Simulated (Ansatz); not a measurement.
# CH₂Al (quartet): B2PLYP, PBE-QIDH, RPA-PBE over a scan of the scale of all distances, 6-31G, part 2 of 2

Ansatz 0.2.0, Gaussian basis; 6-31G, all electrons in the functionals, frozen cores in the correlation of double hybrids and RPA. The steps go on from the part before.

### 14 PBE-QIDH, 1.492

File in.yaml:

```yaml
crystal:
  periodic: [false, false, false]
  atoms:
    - {symbol: Al, position_ang: [0.000000, 0.000000, 0.787232]}
    - {symbol: C, position_ang: [0.000000, 0.000000, -2.084664]}
    - {symbol: H, position_ang: [0.000000, 2.087305, 1.883814]}
    - {symbol: H, position_ang: [0.000000, -2.087305, 1.883814]}
basis:
  gaussian: {orbitals: 6-31G}
magnetization: {spin_polarized: true, initial_magnetization: 3}
hamiltonian: {xc: {name: PBE-QIDH}}
correlation: {electrons: outside_noble_gas}
```

On the command line:

```bash
$ ansatz run in.yaml --threads 1 --pin off --events-out ev --progress --plain --max-ram 2393MiB
```

Log, cut to the lines that bear on the results:

```text
Functional definition: PBE-QIDH
  name "PBE-QIDH"
  cite "Brémond, Sancho-García, Pérez-Jiménez & Adamo, J. Chem. Phys. 141, 031101 (2014) doi:10.1063/1.4890314"
  cite "Perdew, Burke & Ernzerhof, Phys. Rev. Lett. 77, 3865 (1996) doi:10.1103/PhysRevLett.77.3865"
[...]
329 factors; integrals over basis functions are off by at most 1.6e-4 eV
[...]
mean field -7645.53592331 eV, -280.9682628513 hartree, gradient 2.7e-6 eV, S^2 3.934035; 6 other end points of the search recorded, 0 dependent functions left out
6 core orbitals not correlated: weight in the atoms' cores, before any rotation towards them, 1.000 or more for the frozen orbitals, at most 0.000 for the correlated occupied ones
reference -7645.53593585 eV, -280.9682633123 hartree; 6, 3 occupied and 14, 17 virtual orbitals, 329 factors
second order -2.16216583 eV of doubles, -0.00000000 eV of singles
Total energy: -7646.25665780 eV, -280.9947493552 hartree
```

Run time: 12 s. Hardware: 1 thread of Intel Xeon at 2.50GHz, shared host.

From the report: ⟨S²⟩ of the determinant 3.934 (pure quartet: 3.75).

From 1.000: +116.1 kcal/mol.

### 15 PBE-QIDH, 1.746

File in.yaml:

```yaml
crystal:
  periodic: [false, false, false]
  atoms:
    - {symbol: Al, position_ang: [0.000000, 0.000000, 0.921251]}
    - {symbol: C, position_ang: [0.000000, 0.000000, -2.439560]}
    - {symbol: H, position_ang: [0.000000, 2.442651, 2.204517]}
    - {symbol: H, position_ang: [0.000000, -2.442650, 2.204517]}
basis:
  gaussian: {orbitals: 6-31G}
magnetization: {spin_polarized: true, initial_magnetization: 3}
hamiltonian: {xc: {name: PBE-QIDH}}
correlation: {electrons: outside_noble_gas}
```

The command is unchanged.

Log, cut to the lines that bear on the results:

```text
Functional definition: PBE-QIDH
  name "PBE-QIDH"
  cite "Brémond, Sancho-García, Pérez-Jiménez & Adamo, J. Chem. Phys. 141, 031101 (2014) doi:10.1063/1.4890314"
  cite "Perdew, Burke & Ernzerhof, Phys. Rev. Lett. 77, 3865 (1996) doi:10.1103/PhysRevLett.77.3865"
[...]
329 factors; integrals over basis functions are off by at most 2.2e-4 eV
[...]
mean field -7644.25197975 eV, -280.9210787959 hartree, gradient 2.9e-6 eV, S^2 4.160204; 7 other end points of the search recorded, 0 dependent functions left out
6 core orbitals not correlated: weight in the atoms' cores, before any rotation towards them, 1.000 or more for the frozen orbitals, at most 0.000 for the correlated occupied ones
reference -7644.25199362 eV, -280.9210793053 hartree; 6, 3 occupied and 14, 17 virtual orbitals, 329 factors
second order -1.69721070 eV of doubles, -0.00000000 eV of singles
Total energy: -7644.81773052 eV, -280.9418697529 hartree
```

It took 11 s on 1 thread of Intel Xeon at 2.50GHz, shared host.

From the report: ⟨S²⟩ of the determinant 4.160 (pure quartet: 3.75).

From 1.000: +149.3 kcal/mol.

### 16 PBE-QIDH, 1.994

File in.yaml:

```yaml
crystal:
  periodic: [false, false, false]
  atoms:
    - {symbol: Al, position_ang: [0.000000, 0.000000, 1.052105]}
    - {symbol: C, position_ang: [0.000000, 0.000000, -2.786072]}
    - {symbol: H, position_ang: [0.000000, 2.789602, 2.517644]}
    - {symbol: H, position_ang: [0.000000, -2.789602, 2.517644]}
basis:
  gaussian: {orbitals: 6-31G}
magnetization: {spin_polarized: true, initial_magnetization: 3}
hamiltonian: {xc: {name: PBE-QIDH}}
correlation: {electrons: outside_noble_gas}
```

Launched as before.

Log, cut to the lines that bear on the results:

```text
Functional definition: PBE-QIDH
  name "PBE-QIDH"
  cite "Brémond, Sancho-García, Pérez-Jiménez & Adamo, J. Chem. Phys. 141, 031101 (2014) doi:10.1063/1.4890314"
  cite "Perdew, Burke & Ernzerhof, Phys. Rev. Lett. 77, 3865 (1996) doi:10.1103/PhysRevLett.77.3865"
[...]
331 factors; integrals over basis functions are off by at most 1.9e-4 eV
[...]
mean field -7643.76623073 eV, -280.9032278483 hartree, gradient 3.5e-6 eV, S^2 4.403042; 12 other end points of the search recorded, 0 dependent functions left out
6 core orbitals not correlated: weight in the atoms' cores, before any rotation towards them, 1.000 or more for the frozen orbitals, at most 0.000 for the correlated occupied ones
reference -7643.76624446 eV, -280.9032283531 hartree; 6, 3 occupied and 14, 17 virtual orbitals, 331 factors
second order -1.50590626 eV of doubles, -0.00000000 eV of singles
Total energy: -7644.26821322 eV, -280.9216753646 hartree
```

It took 20 s on 1 thread of Intel Xeon at 2.50GHz, shared host.

From the report: ⟨S²⟩ of the determinant 4.403 (pure quartet: 3.75). The determinant is far from a pure spin state, so its energy mixes those of several spin states (harmless only where they are near-degenerate, as at dissociation).

From 1.000: +161.9 kcal/mol.

### 17 PBE-QIDH, 2.364

File in.yaml:

```yaml
crystal:
  periodic: [false, false, false]
  atoms:
    - {symbol: Al, position_ang: [0.000000, 0.000000, 1.247330]}
    - {symbol: C, position_ang: [0.000000, 0.000000, -3.303046]}
    - {symbol: H, position_ang: [0.000000, 3.307231, 2.984809]}
    - {symbol: H, position_ang: [0.000000, -3.307231, 2.984810]}
basis:
  gaussian: {orbitals: 6-31G}
magnetization: {spin_polarized: true, initial_magnetization: 3}
hamiltonian: {xc: {name: PBE-QIDH}}
correlation: {electrons: outside_noble_gas}
```

Launched as before.

Log, cut to the lines that bear on the results:

```text
Functional definition: PBE-QIDH
  name "PBE-QIDH"
  cite "Brémond, Sancho-García, Pérez-Jiménez & Adamo, J. Chem. Phys. 141, 031101 (2014) doi:10.1063/1.4890314"
  cite "Perdew, Burke & Ernzerhof, Phys. Rev. Lett. 77, 3865 (1996) doi:10.1103/PhysRevLett.77.3865"
[...]
331 factors; integrals over basis functions are off by at most 2.2e-4 eV
[...]
mean field -7643.41733211 eV, -280.8904060608 hartree, gradient 3.0e-6 eV, S^2 4.638691; 20 other end points of the search recorded, 0 dependent functions left out
6 core orbitals not correlated: weight in the atoms' cores, before any rotation towards them, 1.000 or more for the frozen orbitals, at most 0.000 for the correlated occupied ones
reference -7643.41734723 eV, -280.8904066162 hartree; 6, 3 occupied and 14, 17 virtual orbitals, 331 factors
second order -1.35512863 eV of doubles, -0.00000000 eV of singles
Total energy: -7643.86905677 eV, -280.9070066357 hartree
```

Wall time 50 s (1 thread of Intel Xeon at 2.50GHz, shared host).

From the report: ⟨S²⟩ of the determinant 4.639 (pure quartet: 3.75). The determinant is far from a pure spin state, so its energy mixes those of several spin states (harmless only where they are near-degenerate, as at dissociation).

From 1.000: +171.1 kcal/mol.

### 18 RPA-PBE, 0.864

File in.yaml:

```yaml
crystal:
  periodic: [false, false, false]
  atoms:
    - {symbol: Al, position_ang: [0.000000, 0.000000, 0.455877]}
    - {symbol: C, position_ang: [0.000000, 0.000000, -1.207205]}
    - {symbol: H, position_ang: [0.000000, 1.208734, 1.090895]}
    - {symbol: H, position_ang: [0.000000, -1.208734, 1.090895]}
basis:
  gaussian: {orbitals: 6-31G}
magnetization: {spin_polarized: true, initial_magnetization: 3}
hamiltonian: {xc: {name: PBE}}
correlation: {method: rpa, electrons: outside_noble_gas}
```

Launched as before.

Log:

```text
Functional definition: PBE
  name "PBE"
  cite "Perdew, Burke & Ernzerhof, Phys. Rev. Lett. 77, 3865 (1996) doi:10.1103/PhysRevLett.77.3865"
  parent pbe
  parameter kappa = 0.804
  parameter beta = 0.06672455060314922
  exchange = pbe_x(kappa = kappa, mu = beta*pi^2/3)
  correlation = pbe_c(beta = beta)
329 factors; integrals over basis functions are off by at most 1.1e-4 eV
mean field evaluation 1: about -7650.3802 eV, gradient 1.5e1 eV
mean field evaluation 2: about -7650.3754 eV, gradient 1.5e1 eV
mean field evaluation 4: about -7651.6996 eV, gradient 4.1e0 eV
mean field evaluation 8: about -7651.8553 eV, gradient 1.2e-2 eV
mean field -7651.85531194 eV, -281.2004961000 hartree, gradient 2.2e-6 eV, S^2 3.752118; 0 other end points of the search recorded, 0 dependent functions left out
6 core orbitals not correlated: weight in the atoms' cores, before any rotation towards them, 1.000 or more for the frozen orbitals, at most 0.000 for the correlated occupied ones
reference -7637.29196865 eV, -280.6653031055 hartree; 6, 3 occupied and 14, 17 virtual orbitals, 329 factors
Total energy: -7641.59977193 eV, -280.8236119559 hartree
```

It took 2.6 s on 1 thread of Intel Xeon at 2.50GHz, shared host.

From the report: ⟨S²⟩ of the determinant 3.752 (pure quartet: 3.75).

### 19 RPA-PBE, 1.000

File in.yaml:

```yaml
crystal:
  periodic: [false, false, false]
  atoms:
    - {symbol: Al, position_ang: [0.000000, 0.000000, 0.527635]}
    - {symbol: C, position_ang: [0.000000, 0.000000, -1.397228]}
    - {symbol: H, position_ang: [0.000000, 1.398998, 1.262610]}
    - {symbol: H, position_ang: [0.000000, -1.398998, 1.262610]}
basis:
  gaussian: {orbitals: 6-31G}
magnetization: {spin_polarized: true, initial_magnetization: 3}
hamiltonian: {xc: {name: PBE}}
correlation: {method: rpa, electrons: outside_noble_gas}
```

The command is unchanged.

Log, cut to the lines that bear on the results:

```text
Functional definition: PBE
  name "PBE"
  cite "Perdew, Burke & Ernzerhof, Phys. Rev. Lett. 77, 3865 (1996) doi:10.1103/PhysRevLett.77.3865"
  parent pbe
[...]
329 factors; integrals over basis functions are off by at most 1.5e-4 eV
[...]
mean field -7653.95231949 eV, -281.2775597061 hartree, gradient 1.8e-6 eV, S^2 3.751655; 0 other end points of the search recorded, 0 dependent functions left out
6 core orbitals not correlated: weight in the atoms' cores, before any rotation towards them, 1.000 or more for the frozen orbitals, at most 0.000 for the correlated occupied ones
reference -7639.29615490 eV, -280.7389555918 hartree; 6, 3 occupied and 14, 17 virtual orbitals, 329 factors
Total energy: -7643.90041198 eV, -280.9081589183 hartree
```

It took 3.5 s on 1 thread of Intel Xeon at 2.50GHz, shared host.

From the report: ⟨S²⟩ of the determinant 3.752 (pure quartet: 3.75).

### 20 RPA-PBE, 1.109

File in.yaml:

```yaml
crystal:
  periodic: [false, false, false]
  atoms:
    - {symbol: Al, position_ang: [0.000000, 0.000000, 0.585148]}
    - {symbol: C, position_ang: [0.000000, 0.000000, -1.549526]}
    - {symbol: H, position_ang: [0.000000, 1.551489, 1.400234]}
    - {symbol: H, position_ang: [0.000000, -1.551489, 1.400234]}
basis:
  gaussian: {orbitals: 6-31G}
magnetization: {spin_polarized: true, initial_magnetization: 3}
hamiltonian: {xc: {name: PBE}}
correlation: {method: rpa, electrons: outside_noble_gas}
```

The command is unchanged.

Log, cut to the lines that bear on the results:

```text
Functional definition: PBE
  name "PBE"
  cite "Perdew, Burke & Ernzerhof, Phys. Rev. Lett. 77, 3865 (1996) doi:10.1103/PhysRevLett.77.3865"
  parent pbe
[...]
329 factors; integrals over basis functions are off by at most 1.5e-4 eV
[...]
mean field -7653.65911024 eV, -281.2667844649 hartree, gradient 5.2e-6 eV, S^2 3.751306; 0 other end points of the search recorded, 0 dependent functions left out
6 core orbitals not correlated: weight in the atoms' cores, before any rotation towards them, 1.000 or more for the frozen orbitals, at most 0.000 for the correlated occupied ones
reference -7638.71871200 eV, -280.7177349566 hartree; 6, 3 occupied and 14, 17 virtual orbitals, 329 factors
Total energy: -7643.71868756 eV, -280.9014806693 hartree
```

It took 3.8 s on 1 thread of Intel Xeon at 2.50GHz, shared host.

From the report: ⟨S²⟩ of the determinant 3.751 (pure quartet: 3.75).

From 1.000: +4.2 kcal/mol.

### 21 RPA-PBE, 1.301

File in.yaml:

```yaml
crystal:
  periodic: [false, false, false]
  atoms:
    - {symbol: Al, position_ang: [0.000000, 0.000000, 0.686454]}
    - {symbol: C, position_ang: [0.000000, 0.000000, -1.817793]}
    - {symbol: H, position_ang: [0.000000, 1.820096, 1.642655]}
    - {symbol: H, position_ang: [0.000000, -1.820096, 1.642655]}
basis:
  gaussian: {orbitals: 6-31G}
magnetization: {spin_polarized: true, initial_magnetization: 3}
hamiltonian: {xc: {name: PBE}}
correlation: {method: rpa, electrons: outside_noble_gas}
```

The command is unchanged.

Log, cut to the lines that bear on the results:

```text
Functional definition: PBE
  name "PBE"
  cite "Perdew, Burke & Ernzerhof, Phys. Rev. Lett. 77, 3865 (1996) doi:10.1103/PhysRevLett.77.3865"
  parent pbe
[...]
329 factors; integrals over basis functions are off by at most 1.2e-4 eV
[...]
mean field -7651.73726378 eV, -281.1961579100 hartree, gradient 6.2e-6 eV, S^2 3.751905; 6 other end points of the search recorded, 0 dependent functions left out
6 core orbitals not correlated: weight in the atoms' cores, before any rotation towards them, 1.000 or more for the frozen orbitals, at most 0.000 for the correlated occupied ones
reference -7636.06028486 eV, -280.6200395611 hartree; 6, 3 occupied and 14, 17 virtual orbitals, 329 factors
Total energy: -7641.95824335 eV, -280.8367855378 hartree
```

It took 10 s on 1 thread of Intel Xeon at 2.50GHz, shared host.

From the report: ⟨S²⟩ of the determinant 3.752 (pure quartet: 3.75).

From 1.000: +44.8 kcal/mol.

### 22 RPA-PBE, 1.492

File in.yaml:

```yaml
crystal:
  periodic: [false, false, false]
  atoms:
    - {symbol: Al, position_ang: [0.000000, 0.000000, 0.787232]}
    - {symbol: C, position_ang: [0.000000, 0.000000, -2.084664]}
    - {symbol: H, position_ang: [0.000000, 2.087305, 1.883814]}
    - {symbol: H, position_ang: [0.000000, -2.087305, 1.883814]}
basis:
  gaussian: {orbitals: 6-31G}
magnetization: {spin_polarized: true, initial_magnetization: 3}
hamiltonian: {xc: {name: PBE}}
correlation: {method: rpa, electrons: outside_noble_gas}
```

Same command.

Log, cut to the lines that bear on the results:

```text
Functional definition: PBE
  name "PBE"
  cite "Perdew, Burke & Ernzerhof, Phys. Rev. Lett. 77, 3865 (1996) doi:10.1103/PhysRevLett.77.3865"
  parent pbe
[...]
329 factors; integrals over basis functions are off by at most 1.6e-4 eV
[...]
mean field -7649.72602715 eV, -281.1222463271 hartree, gradient 7.8e-6 eV, S^2 3.761625; 16 other end points of the search recorded, 0 dependent functions left out
6 core orbitals not correlated: weight in the atoms' cores, before any rotation towards them, 1.000 or more for the frozen orbitals, at most 0.000 for the correlated occupied ones
reference -7633.55593045 eV, -280.5280062341 hartree; 6, 3 occupied and 14, 17 virtual orbitals, 329 factors
Total energy: -7640.20247965 eV, -280.7722624117 hartree
```

Wall time 23 s (1 thread of Intel Xeon at 2.50GHz, shared host).

From the report: ⟨S²⟩ of the determinant 3.762 (pure quartet: 3.75).

From 1.000: +85.3 kcal/mol.

### 23 RPA-PBE, 1.746

File in.yaml:

```yaml
crystal:
  periodic: [false, false, false]
  atoms:
    - {symbol: Al, position_ang: [0.000000, 0.000000, 0.921251]}
    - {symbol: C, position_ang: [0.000000, 0.000000, -2.439560]}
    - {symbol: H, position_ang: [0.000000, 2.442651, 2.204517]}
    - {symbol: H, position_ang: [0.000000, -2.442650, 2.204517]}
basis:
  gaussian: {orbitals: 6-31G}
magnetization: {spin_polarized: true, initial_magnetization: 3}
hamiltonian: {xc: {name: PBE}}
correlation: {method: rpa, electrons: outside_noble_gas}
```

The command is unchanged.

Log, cut to the lines that bear on the results:

```text
Functional definition: PBE
  name "PBE"
  cite "Perdew, Burke & Ernzerhof, Phys. Rev. Lett. 77, 3865 (1996) doi:10.1103/PhysRevLett.77.3865"
  parent pbe
[...]
329 factors; integrals over basis functions are off by at most 2.2e-4 eV
[...]
mean field -7647.98714015 eV, -281.0583434085 hartree, gradient 2.7e-6 eV, S^2 4.026660; 11 other end points of the search recorded, 0 dependent functions left out
6 core orbitals not correlated: weight in the atoms' cores, before any rotation towards them, 1.000 or more for the frozen orbitals, at most 0.000 for the correlated occupied ones
reference -7632.17617453 eV, -280.4773011393 hartree; 6, 3 occupied and 14, 17 virtual orbitals, 329 factors
Total energy: -7638.92823843 eV, -280.7254349108 hartree
```

Wall time 23 s (1 thread of Intel Xeon at 2.50GHz, shared host).

From the report: ⟨S²⟩ of the determinant 4.027 (pure quartet: 3.75).

From 1.000: +114.7 kcal/mol.

### 24 RPA-PBE, 1.994

File in.yaml:

```yaml
crystal:
  periodic: [false, false, false]
  atoms:
    - {symbol: Al, position_ang: [0.000000, 0.000000, 1.052105]}
    - {symbol: C, position_ang: [0.000000, 0.000000, -2.786072]}
    - {symbol: H, position_ang: [0.000000, 2.789602, 2.517644]}
    - {symbol: H, position_ang: [0.000000, -2.789602, 2.517644]}
basis:
  gaussian: {orbitals: 6-31G}
magnetization: {spin_polarized: true, initial_magnetization: 3}
hamiltonian: {xc: {name: PBE}}
correlation: {method: rpa, electrons: outside_noble_gas}
```

Launched as before.

Log, cut to the lines that bear on the results:

```text
Functional definition: PBE
  name "PBE"
  cite "Perdew, Burke & Ernzerhof, Phys. Rev. Lett. 77, 3865 (1996) doi:10.1103/PhysRevLett.77.3865"
  parent pbe
[...]
331 factors; integrals over basis functions are off by at most 1.9e-4 eV
[...]
mean field -7647.17875313 eV, -281.0286357334 hartree, gradient 6.4e-6 eV, S^2 4.310770; 17 other end points of the search recorded, 0 dependent functions left out
6 core orbitals not correlated: weight in the atoms' cores, before any rotation towards them, 1.000 or more for the frozen orbitals, at most 0.000 for the correlated occupied ones
reference -7631.66663196 eV, -280.4585757950 hartree; 6, 3 occupied and 14, 17 virtual orbitals, 331 factors
Total energy: -7638.40353191 eV, -280.7061523020 hartree
```

Wall time 27 s (1 thread of Intel Xeon at 2.50GHz, shared host).

From the report: ⟨S²⟩ of the determinant 4.311 (pure quartet: 3.75). The determinant is far from a pure spin state, so its energy mixes those of several spin states (harmless only where they are near-degenerate, as at dissociation).

From 1.000: +126.8 kcal/mol.

### 25 RPA-PBE, 2.364

File in.yaml:

```yaml
crystal:
  periodic: [false, false, false]
  atoms:
    - {symbol: Al, position_ang: [0.000000, 0.000000, 1.247330]}
    - {symbol: C, position_ang: [0.000000, 0.000000, -3.303046]}
    - {symbol: H, position_ang: [0.000000, 3.307231, 2.984809]}
    - {symbol: H, position_ang: [0.000000, -3.307231, 2.984810]}
basis:
  gaussian: {orbitals: 6-31G}
magnetization: {spin_polarized: true, initial_magnetization: 3}
hamiltonian: {xc: {name: PBE}}
correlation: {method: rpa, electrons: outside_noble_gas}
```

Same command.

Log, cut to the lines that bear on the results:

```text
Functional definition: PBE
  name "PBE"
  cite "Perdew, Burke & Ernzerhof, Phys. Rev. Lett. 77, 3865 (1996) doi:10.1103/PhysRevLett.77.3865"
  parent pbe
[...]
331 factors; integrals over basis functions are off by at most 2.2e-4 eV
[...]
mean field -7646.52752304 eV, -281.0047034691 hartree, gradient 7.0e-6 eV, S^2 4.562551; 26 other end points of the search recorded, 0 dependent functions left out
6 core orbitals not correlated: weight in the atoms' cores, before any rotation towards them, 1.000 or more for the frozen orbitals, at most 0.000 for the correlated occupied ones
reference -7631.40801481 eV, -280.4490717901 hartree; 6, 3 occupied and 14, 17 virtual orbitals, 331 factors
Total energy: -7638.01998841 eV, -280.6920573381 hartree
```

It took 39 s on 1 thread of Intel Xeon at 2.50GHz, shared host.

From the report: ⟨S²⟩ of the determinant 4.563 (pure quartet: 3.75). The determinant is far from a pure spin state, so its energy mixes those of several spin states (harmless only where they are near-degenerate, as at dissociation).

From 1.000: +135.6 kcal/mol.

### 26 Against the wave-function levels

The yardstick is full CI for this spin, exact in this basis with these frozen cores. It comes from earlier runs at the same points. Energies in kcal/mol, counted from 1.000; blanks weren't run or aren't comparable.

| level | 0.864 | 1.000 | 1.109 | 1.301 | 1.492 | 1.746 | 1.994 | 2.364 |
| --- | --- | --- | --- | --- | --- | --- | --- | --- |
| FCI | 51.4 | 0.0 | 6.1 | 51.0 |  | 126.0 |  |  |
| B2PLYP | 46.5 | 0.0 | 9.2 | 58.9 | 107.0 | 139.9 | 153.8 | 165.7 |
| PBE-QIDH | 46.6 | 0.0 | 10.3 | 63.6 | 116.1 | 149.3 | 161.9 | 171.1 |
| RPA-PBE | 53.1 | 0.0 | 4.2 | 44.8 | 85.3 | 114.7 | 126.8 | 135.6 |

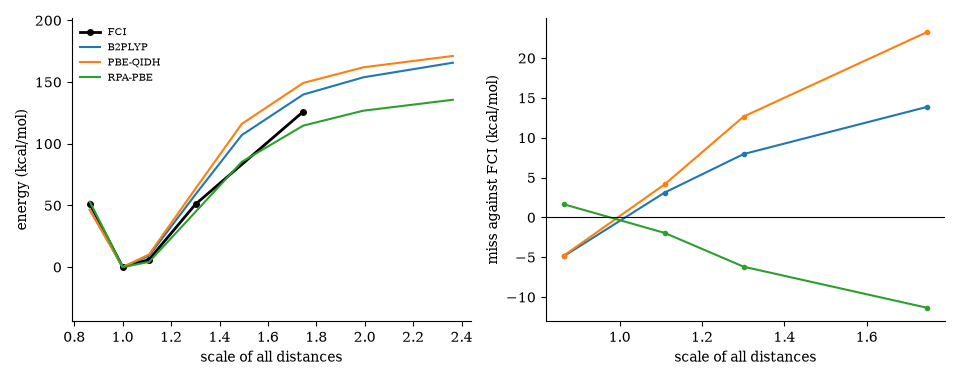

Left: the curves (the axis may cut off levels that run far away). Right: misses against FCI, in the same colours.

Largest miss and mean time a point (FCI took 14 min a point; shared hosts):

| level | largest miss (kcal/mol) | where | time a point |
| --- | --- | --- | --- |
| B2PLYP | +13.9 | 1.746 | 11 s |
| PBE-QIDH | +23.3 | 1.746 | 13 s |
| RPA-PBE | -11.3 | 1.746 | 16 s |

### 27 What came out

This closing draws on all 2 parts.

```
                                        quantity                   value
span of the FCI curve (points where it is known)          126.0 kcal/mol
                            largest miss, B2PLYP  +13.9 kcal/mol (1.746)
                          largest miss, PBE-QIDH  +23.3 kcal/mol (1.746)
                           largest miss, RPA-PBE  -11.3 kcal/mol (1.746)
```

What this shows: Misses are known at 4 of 7 points at best, and only functionals with that many are ranked. Of the functionals, RPA-PBE keep the smallest largest miss at the points compared (at most 11.3 kcal/mol) and PBE-QIDH strays most (23.3 kcal/mol, at 1.746). B2PLYP, PBE-QIDH, RPA-PBE clearly break the spin symmetry at some points (⟨S²⟩ up to 0.89 above the pure value), so energy there is bought with a mixed spin. Functionals and the yardstick converge differently with the basis, so part of each miss in 6-31G is the basis.
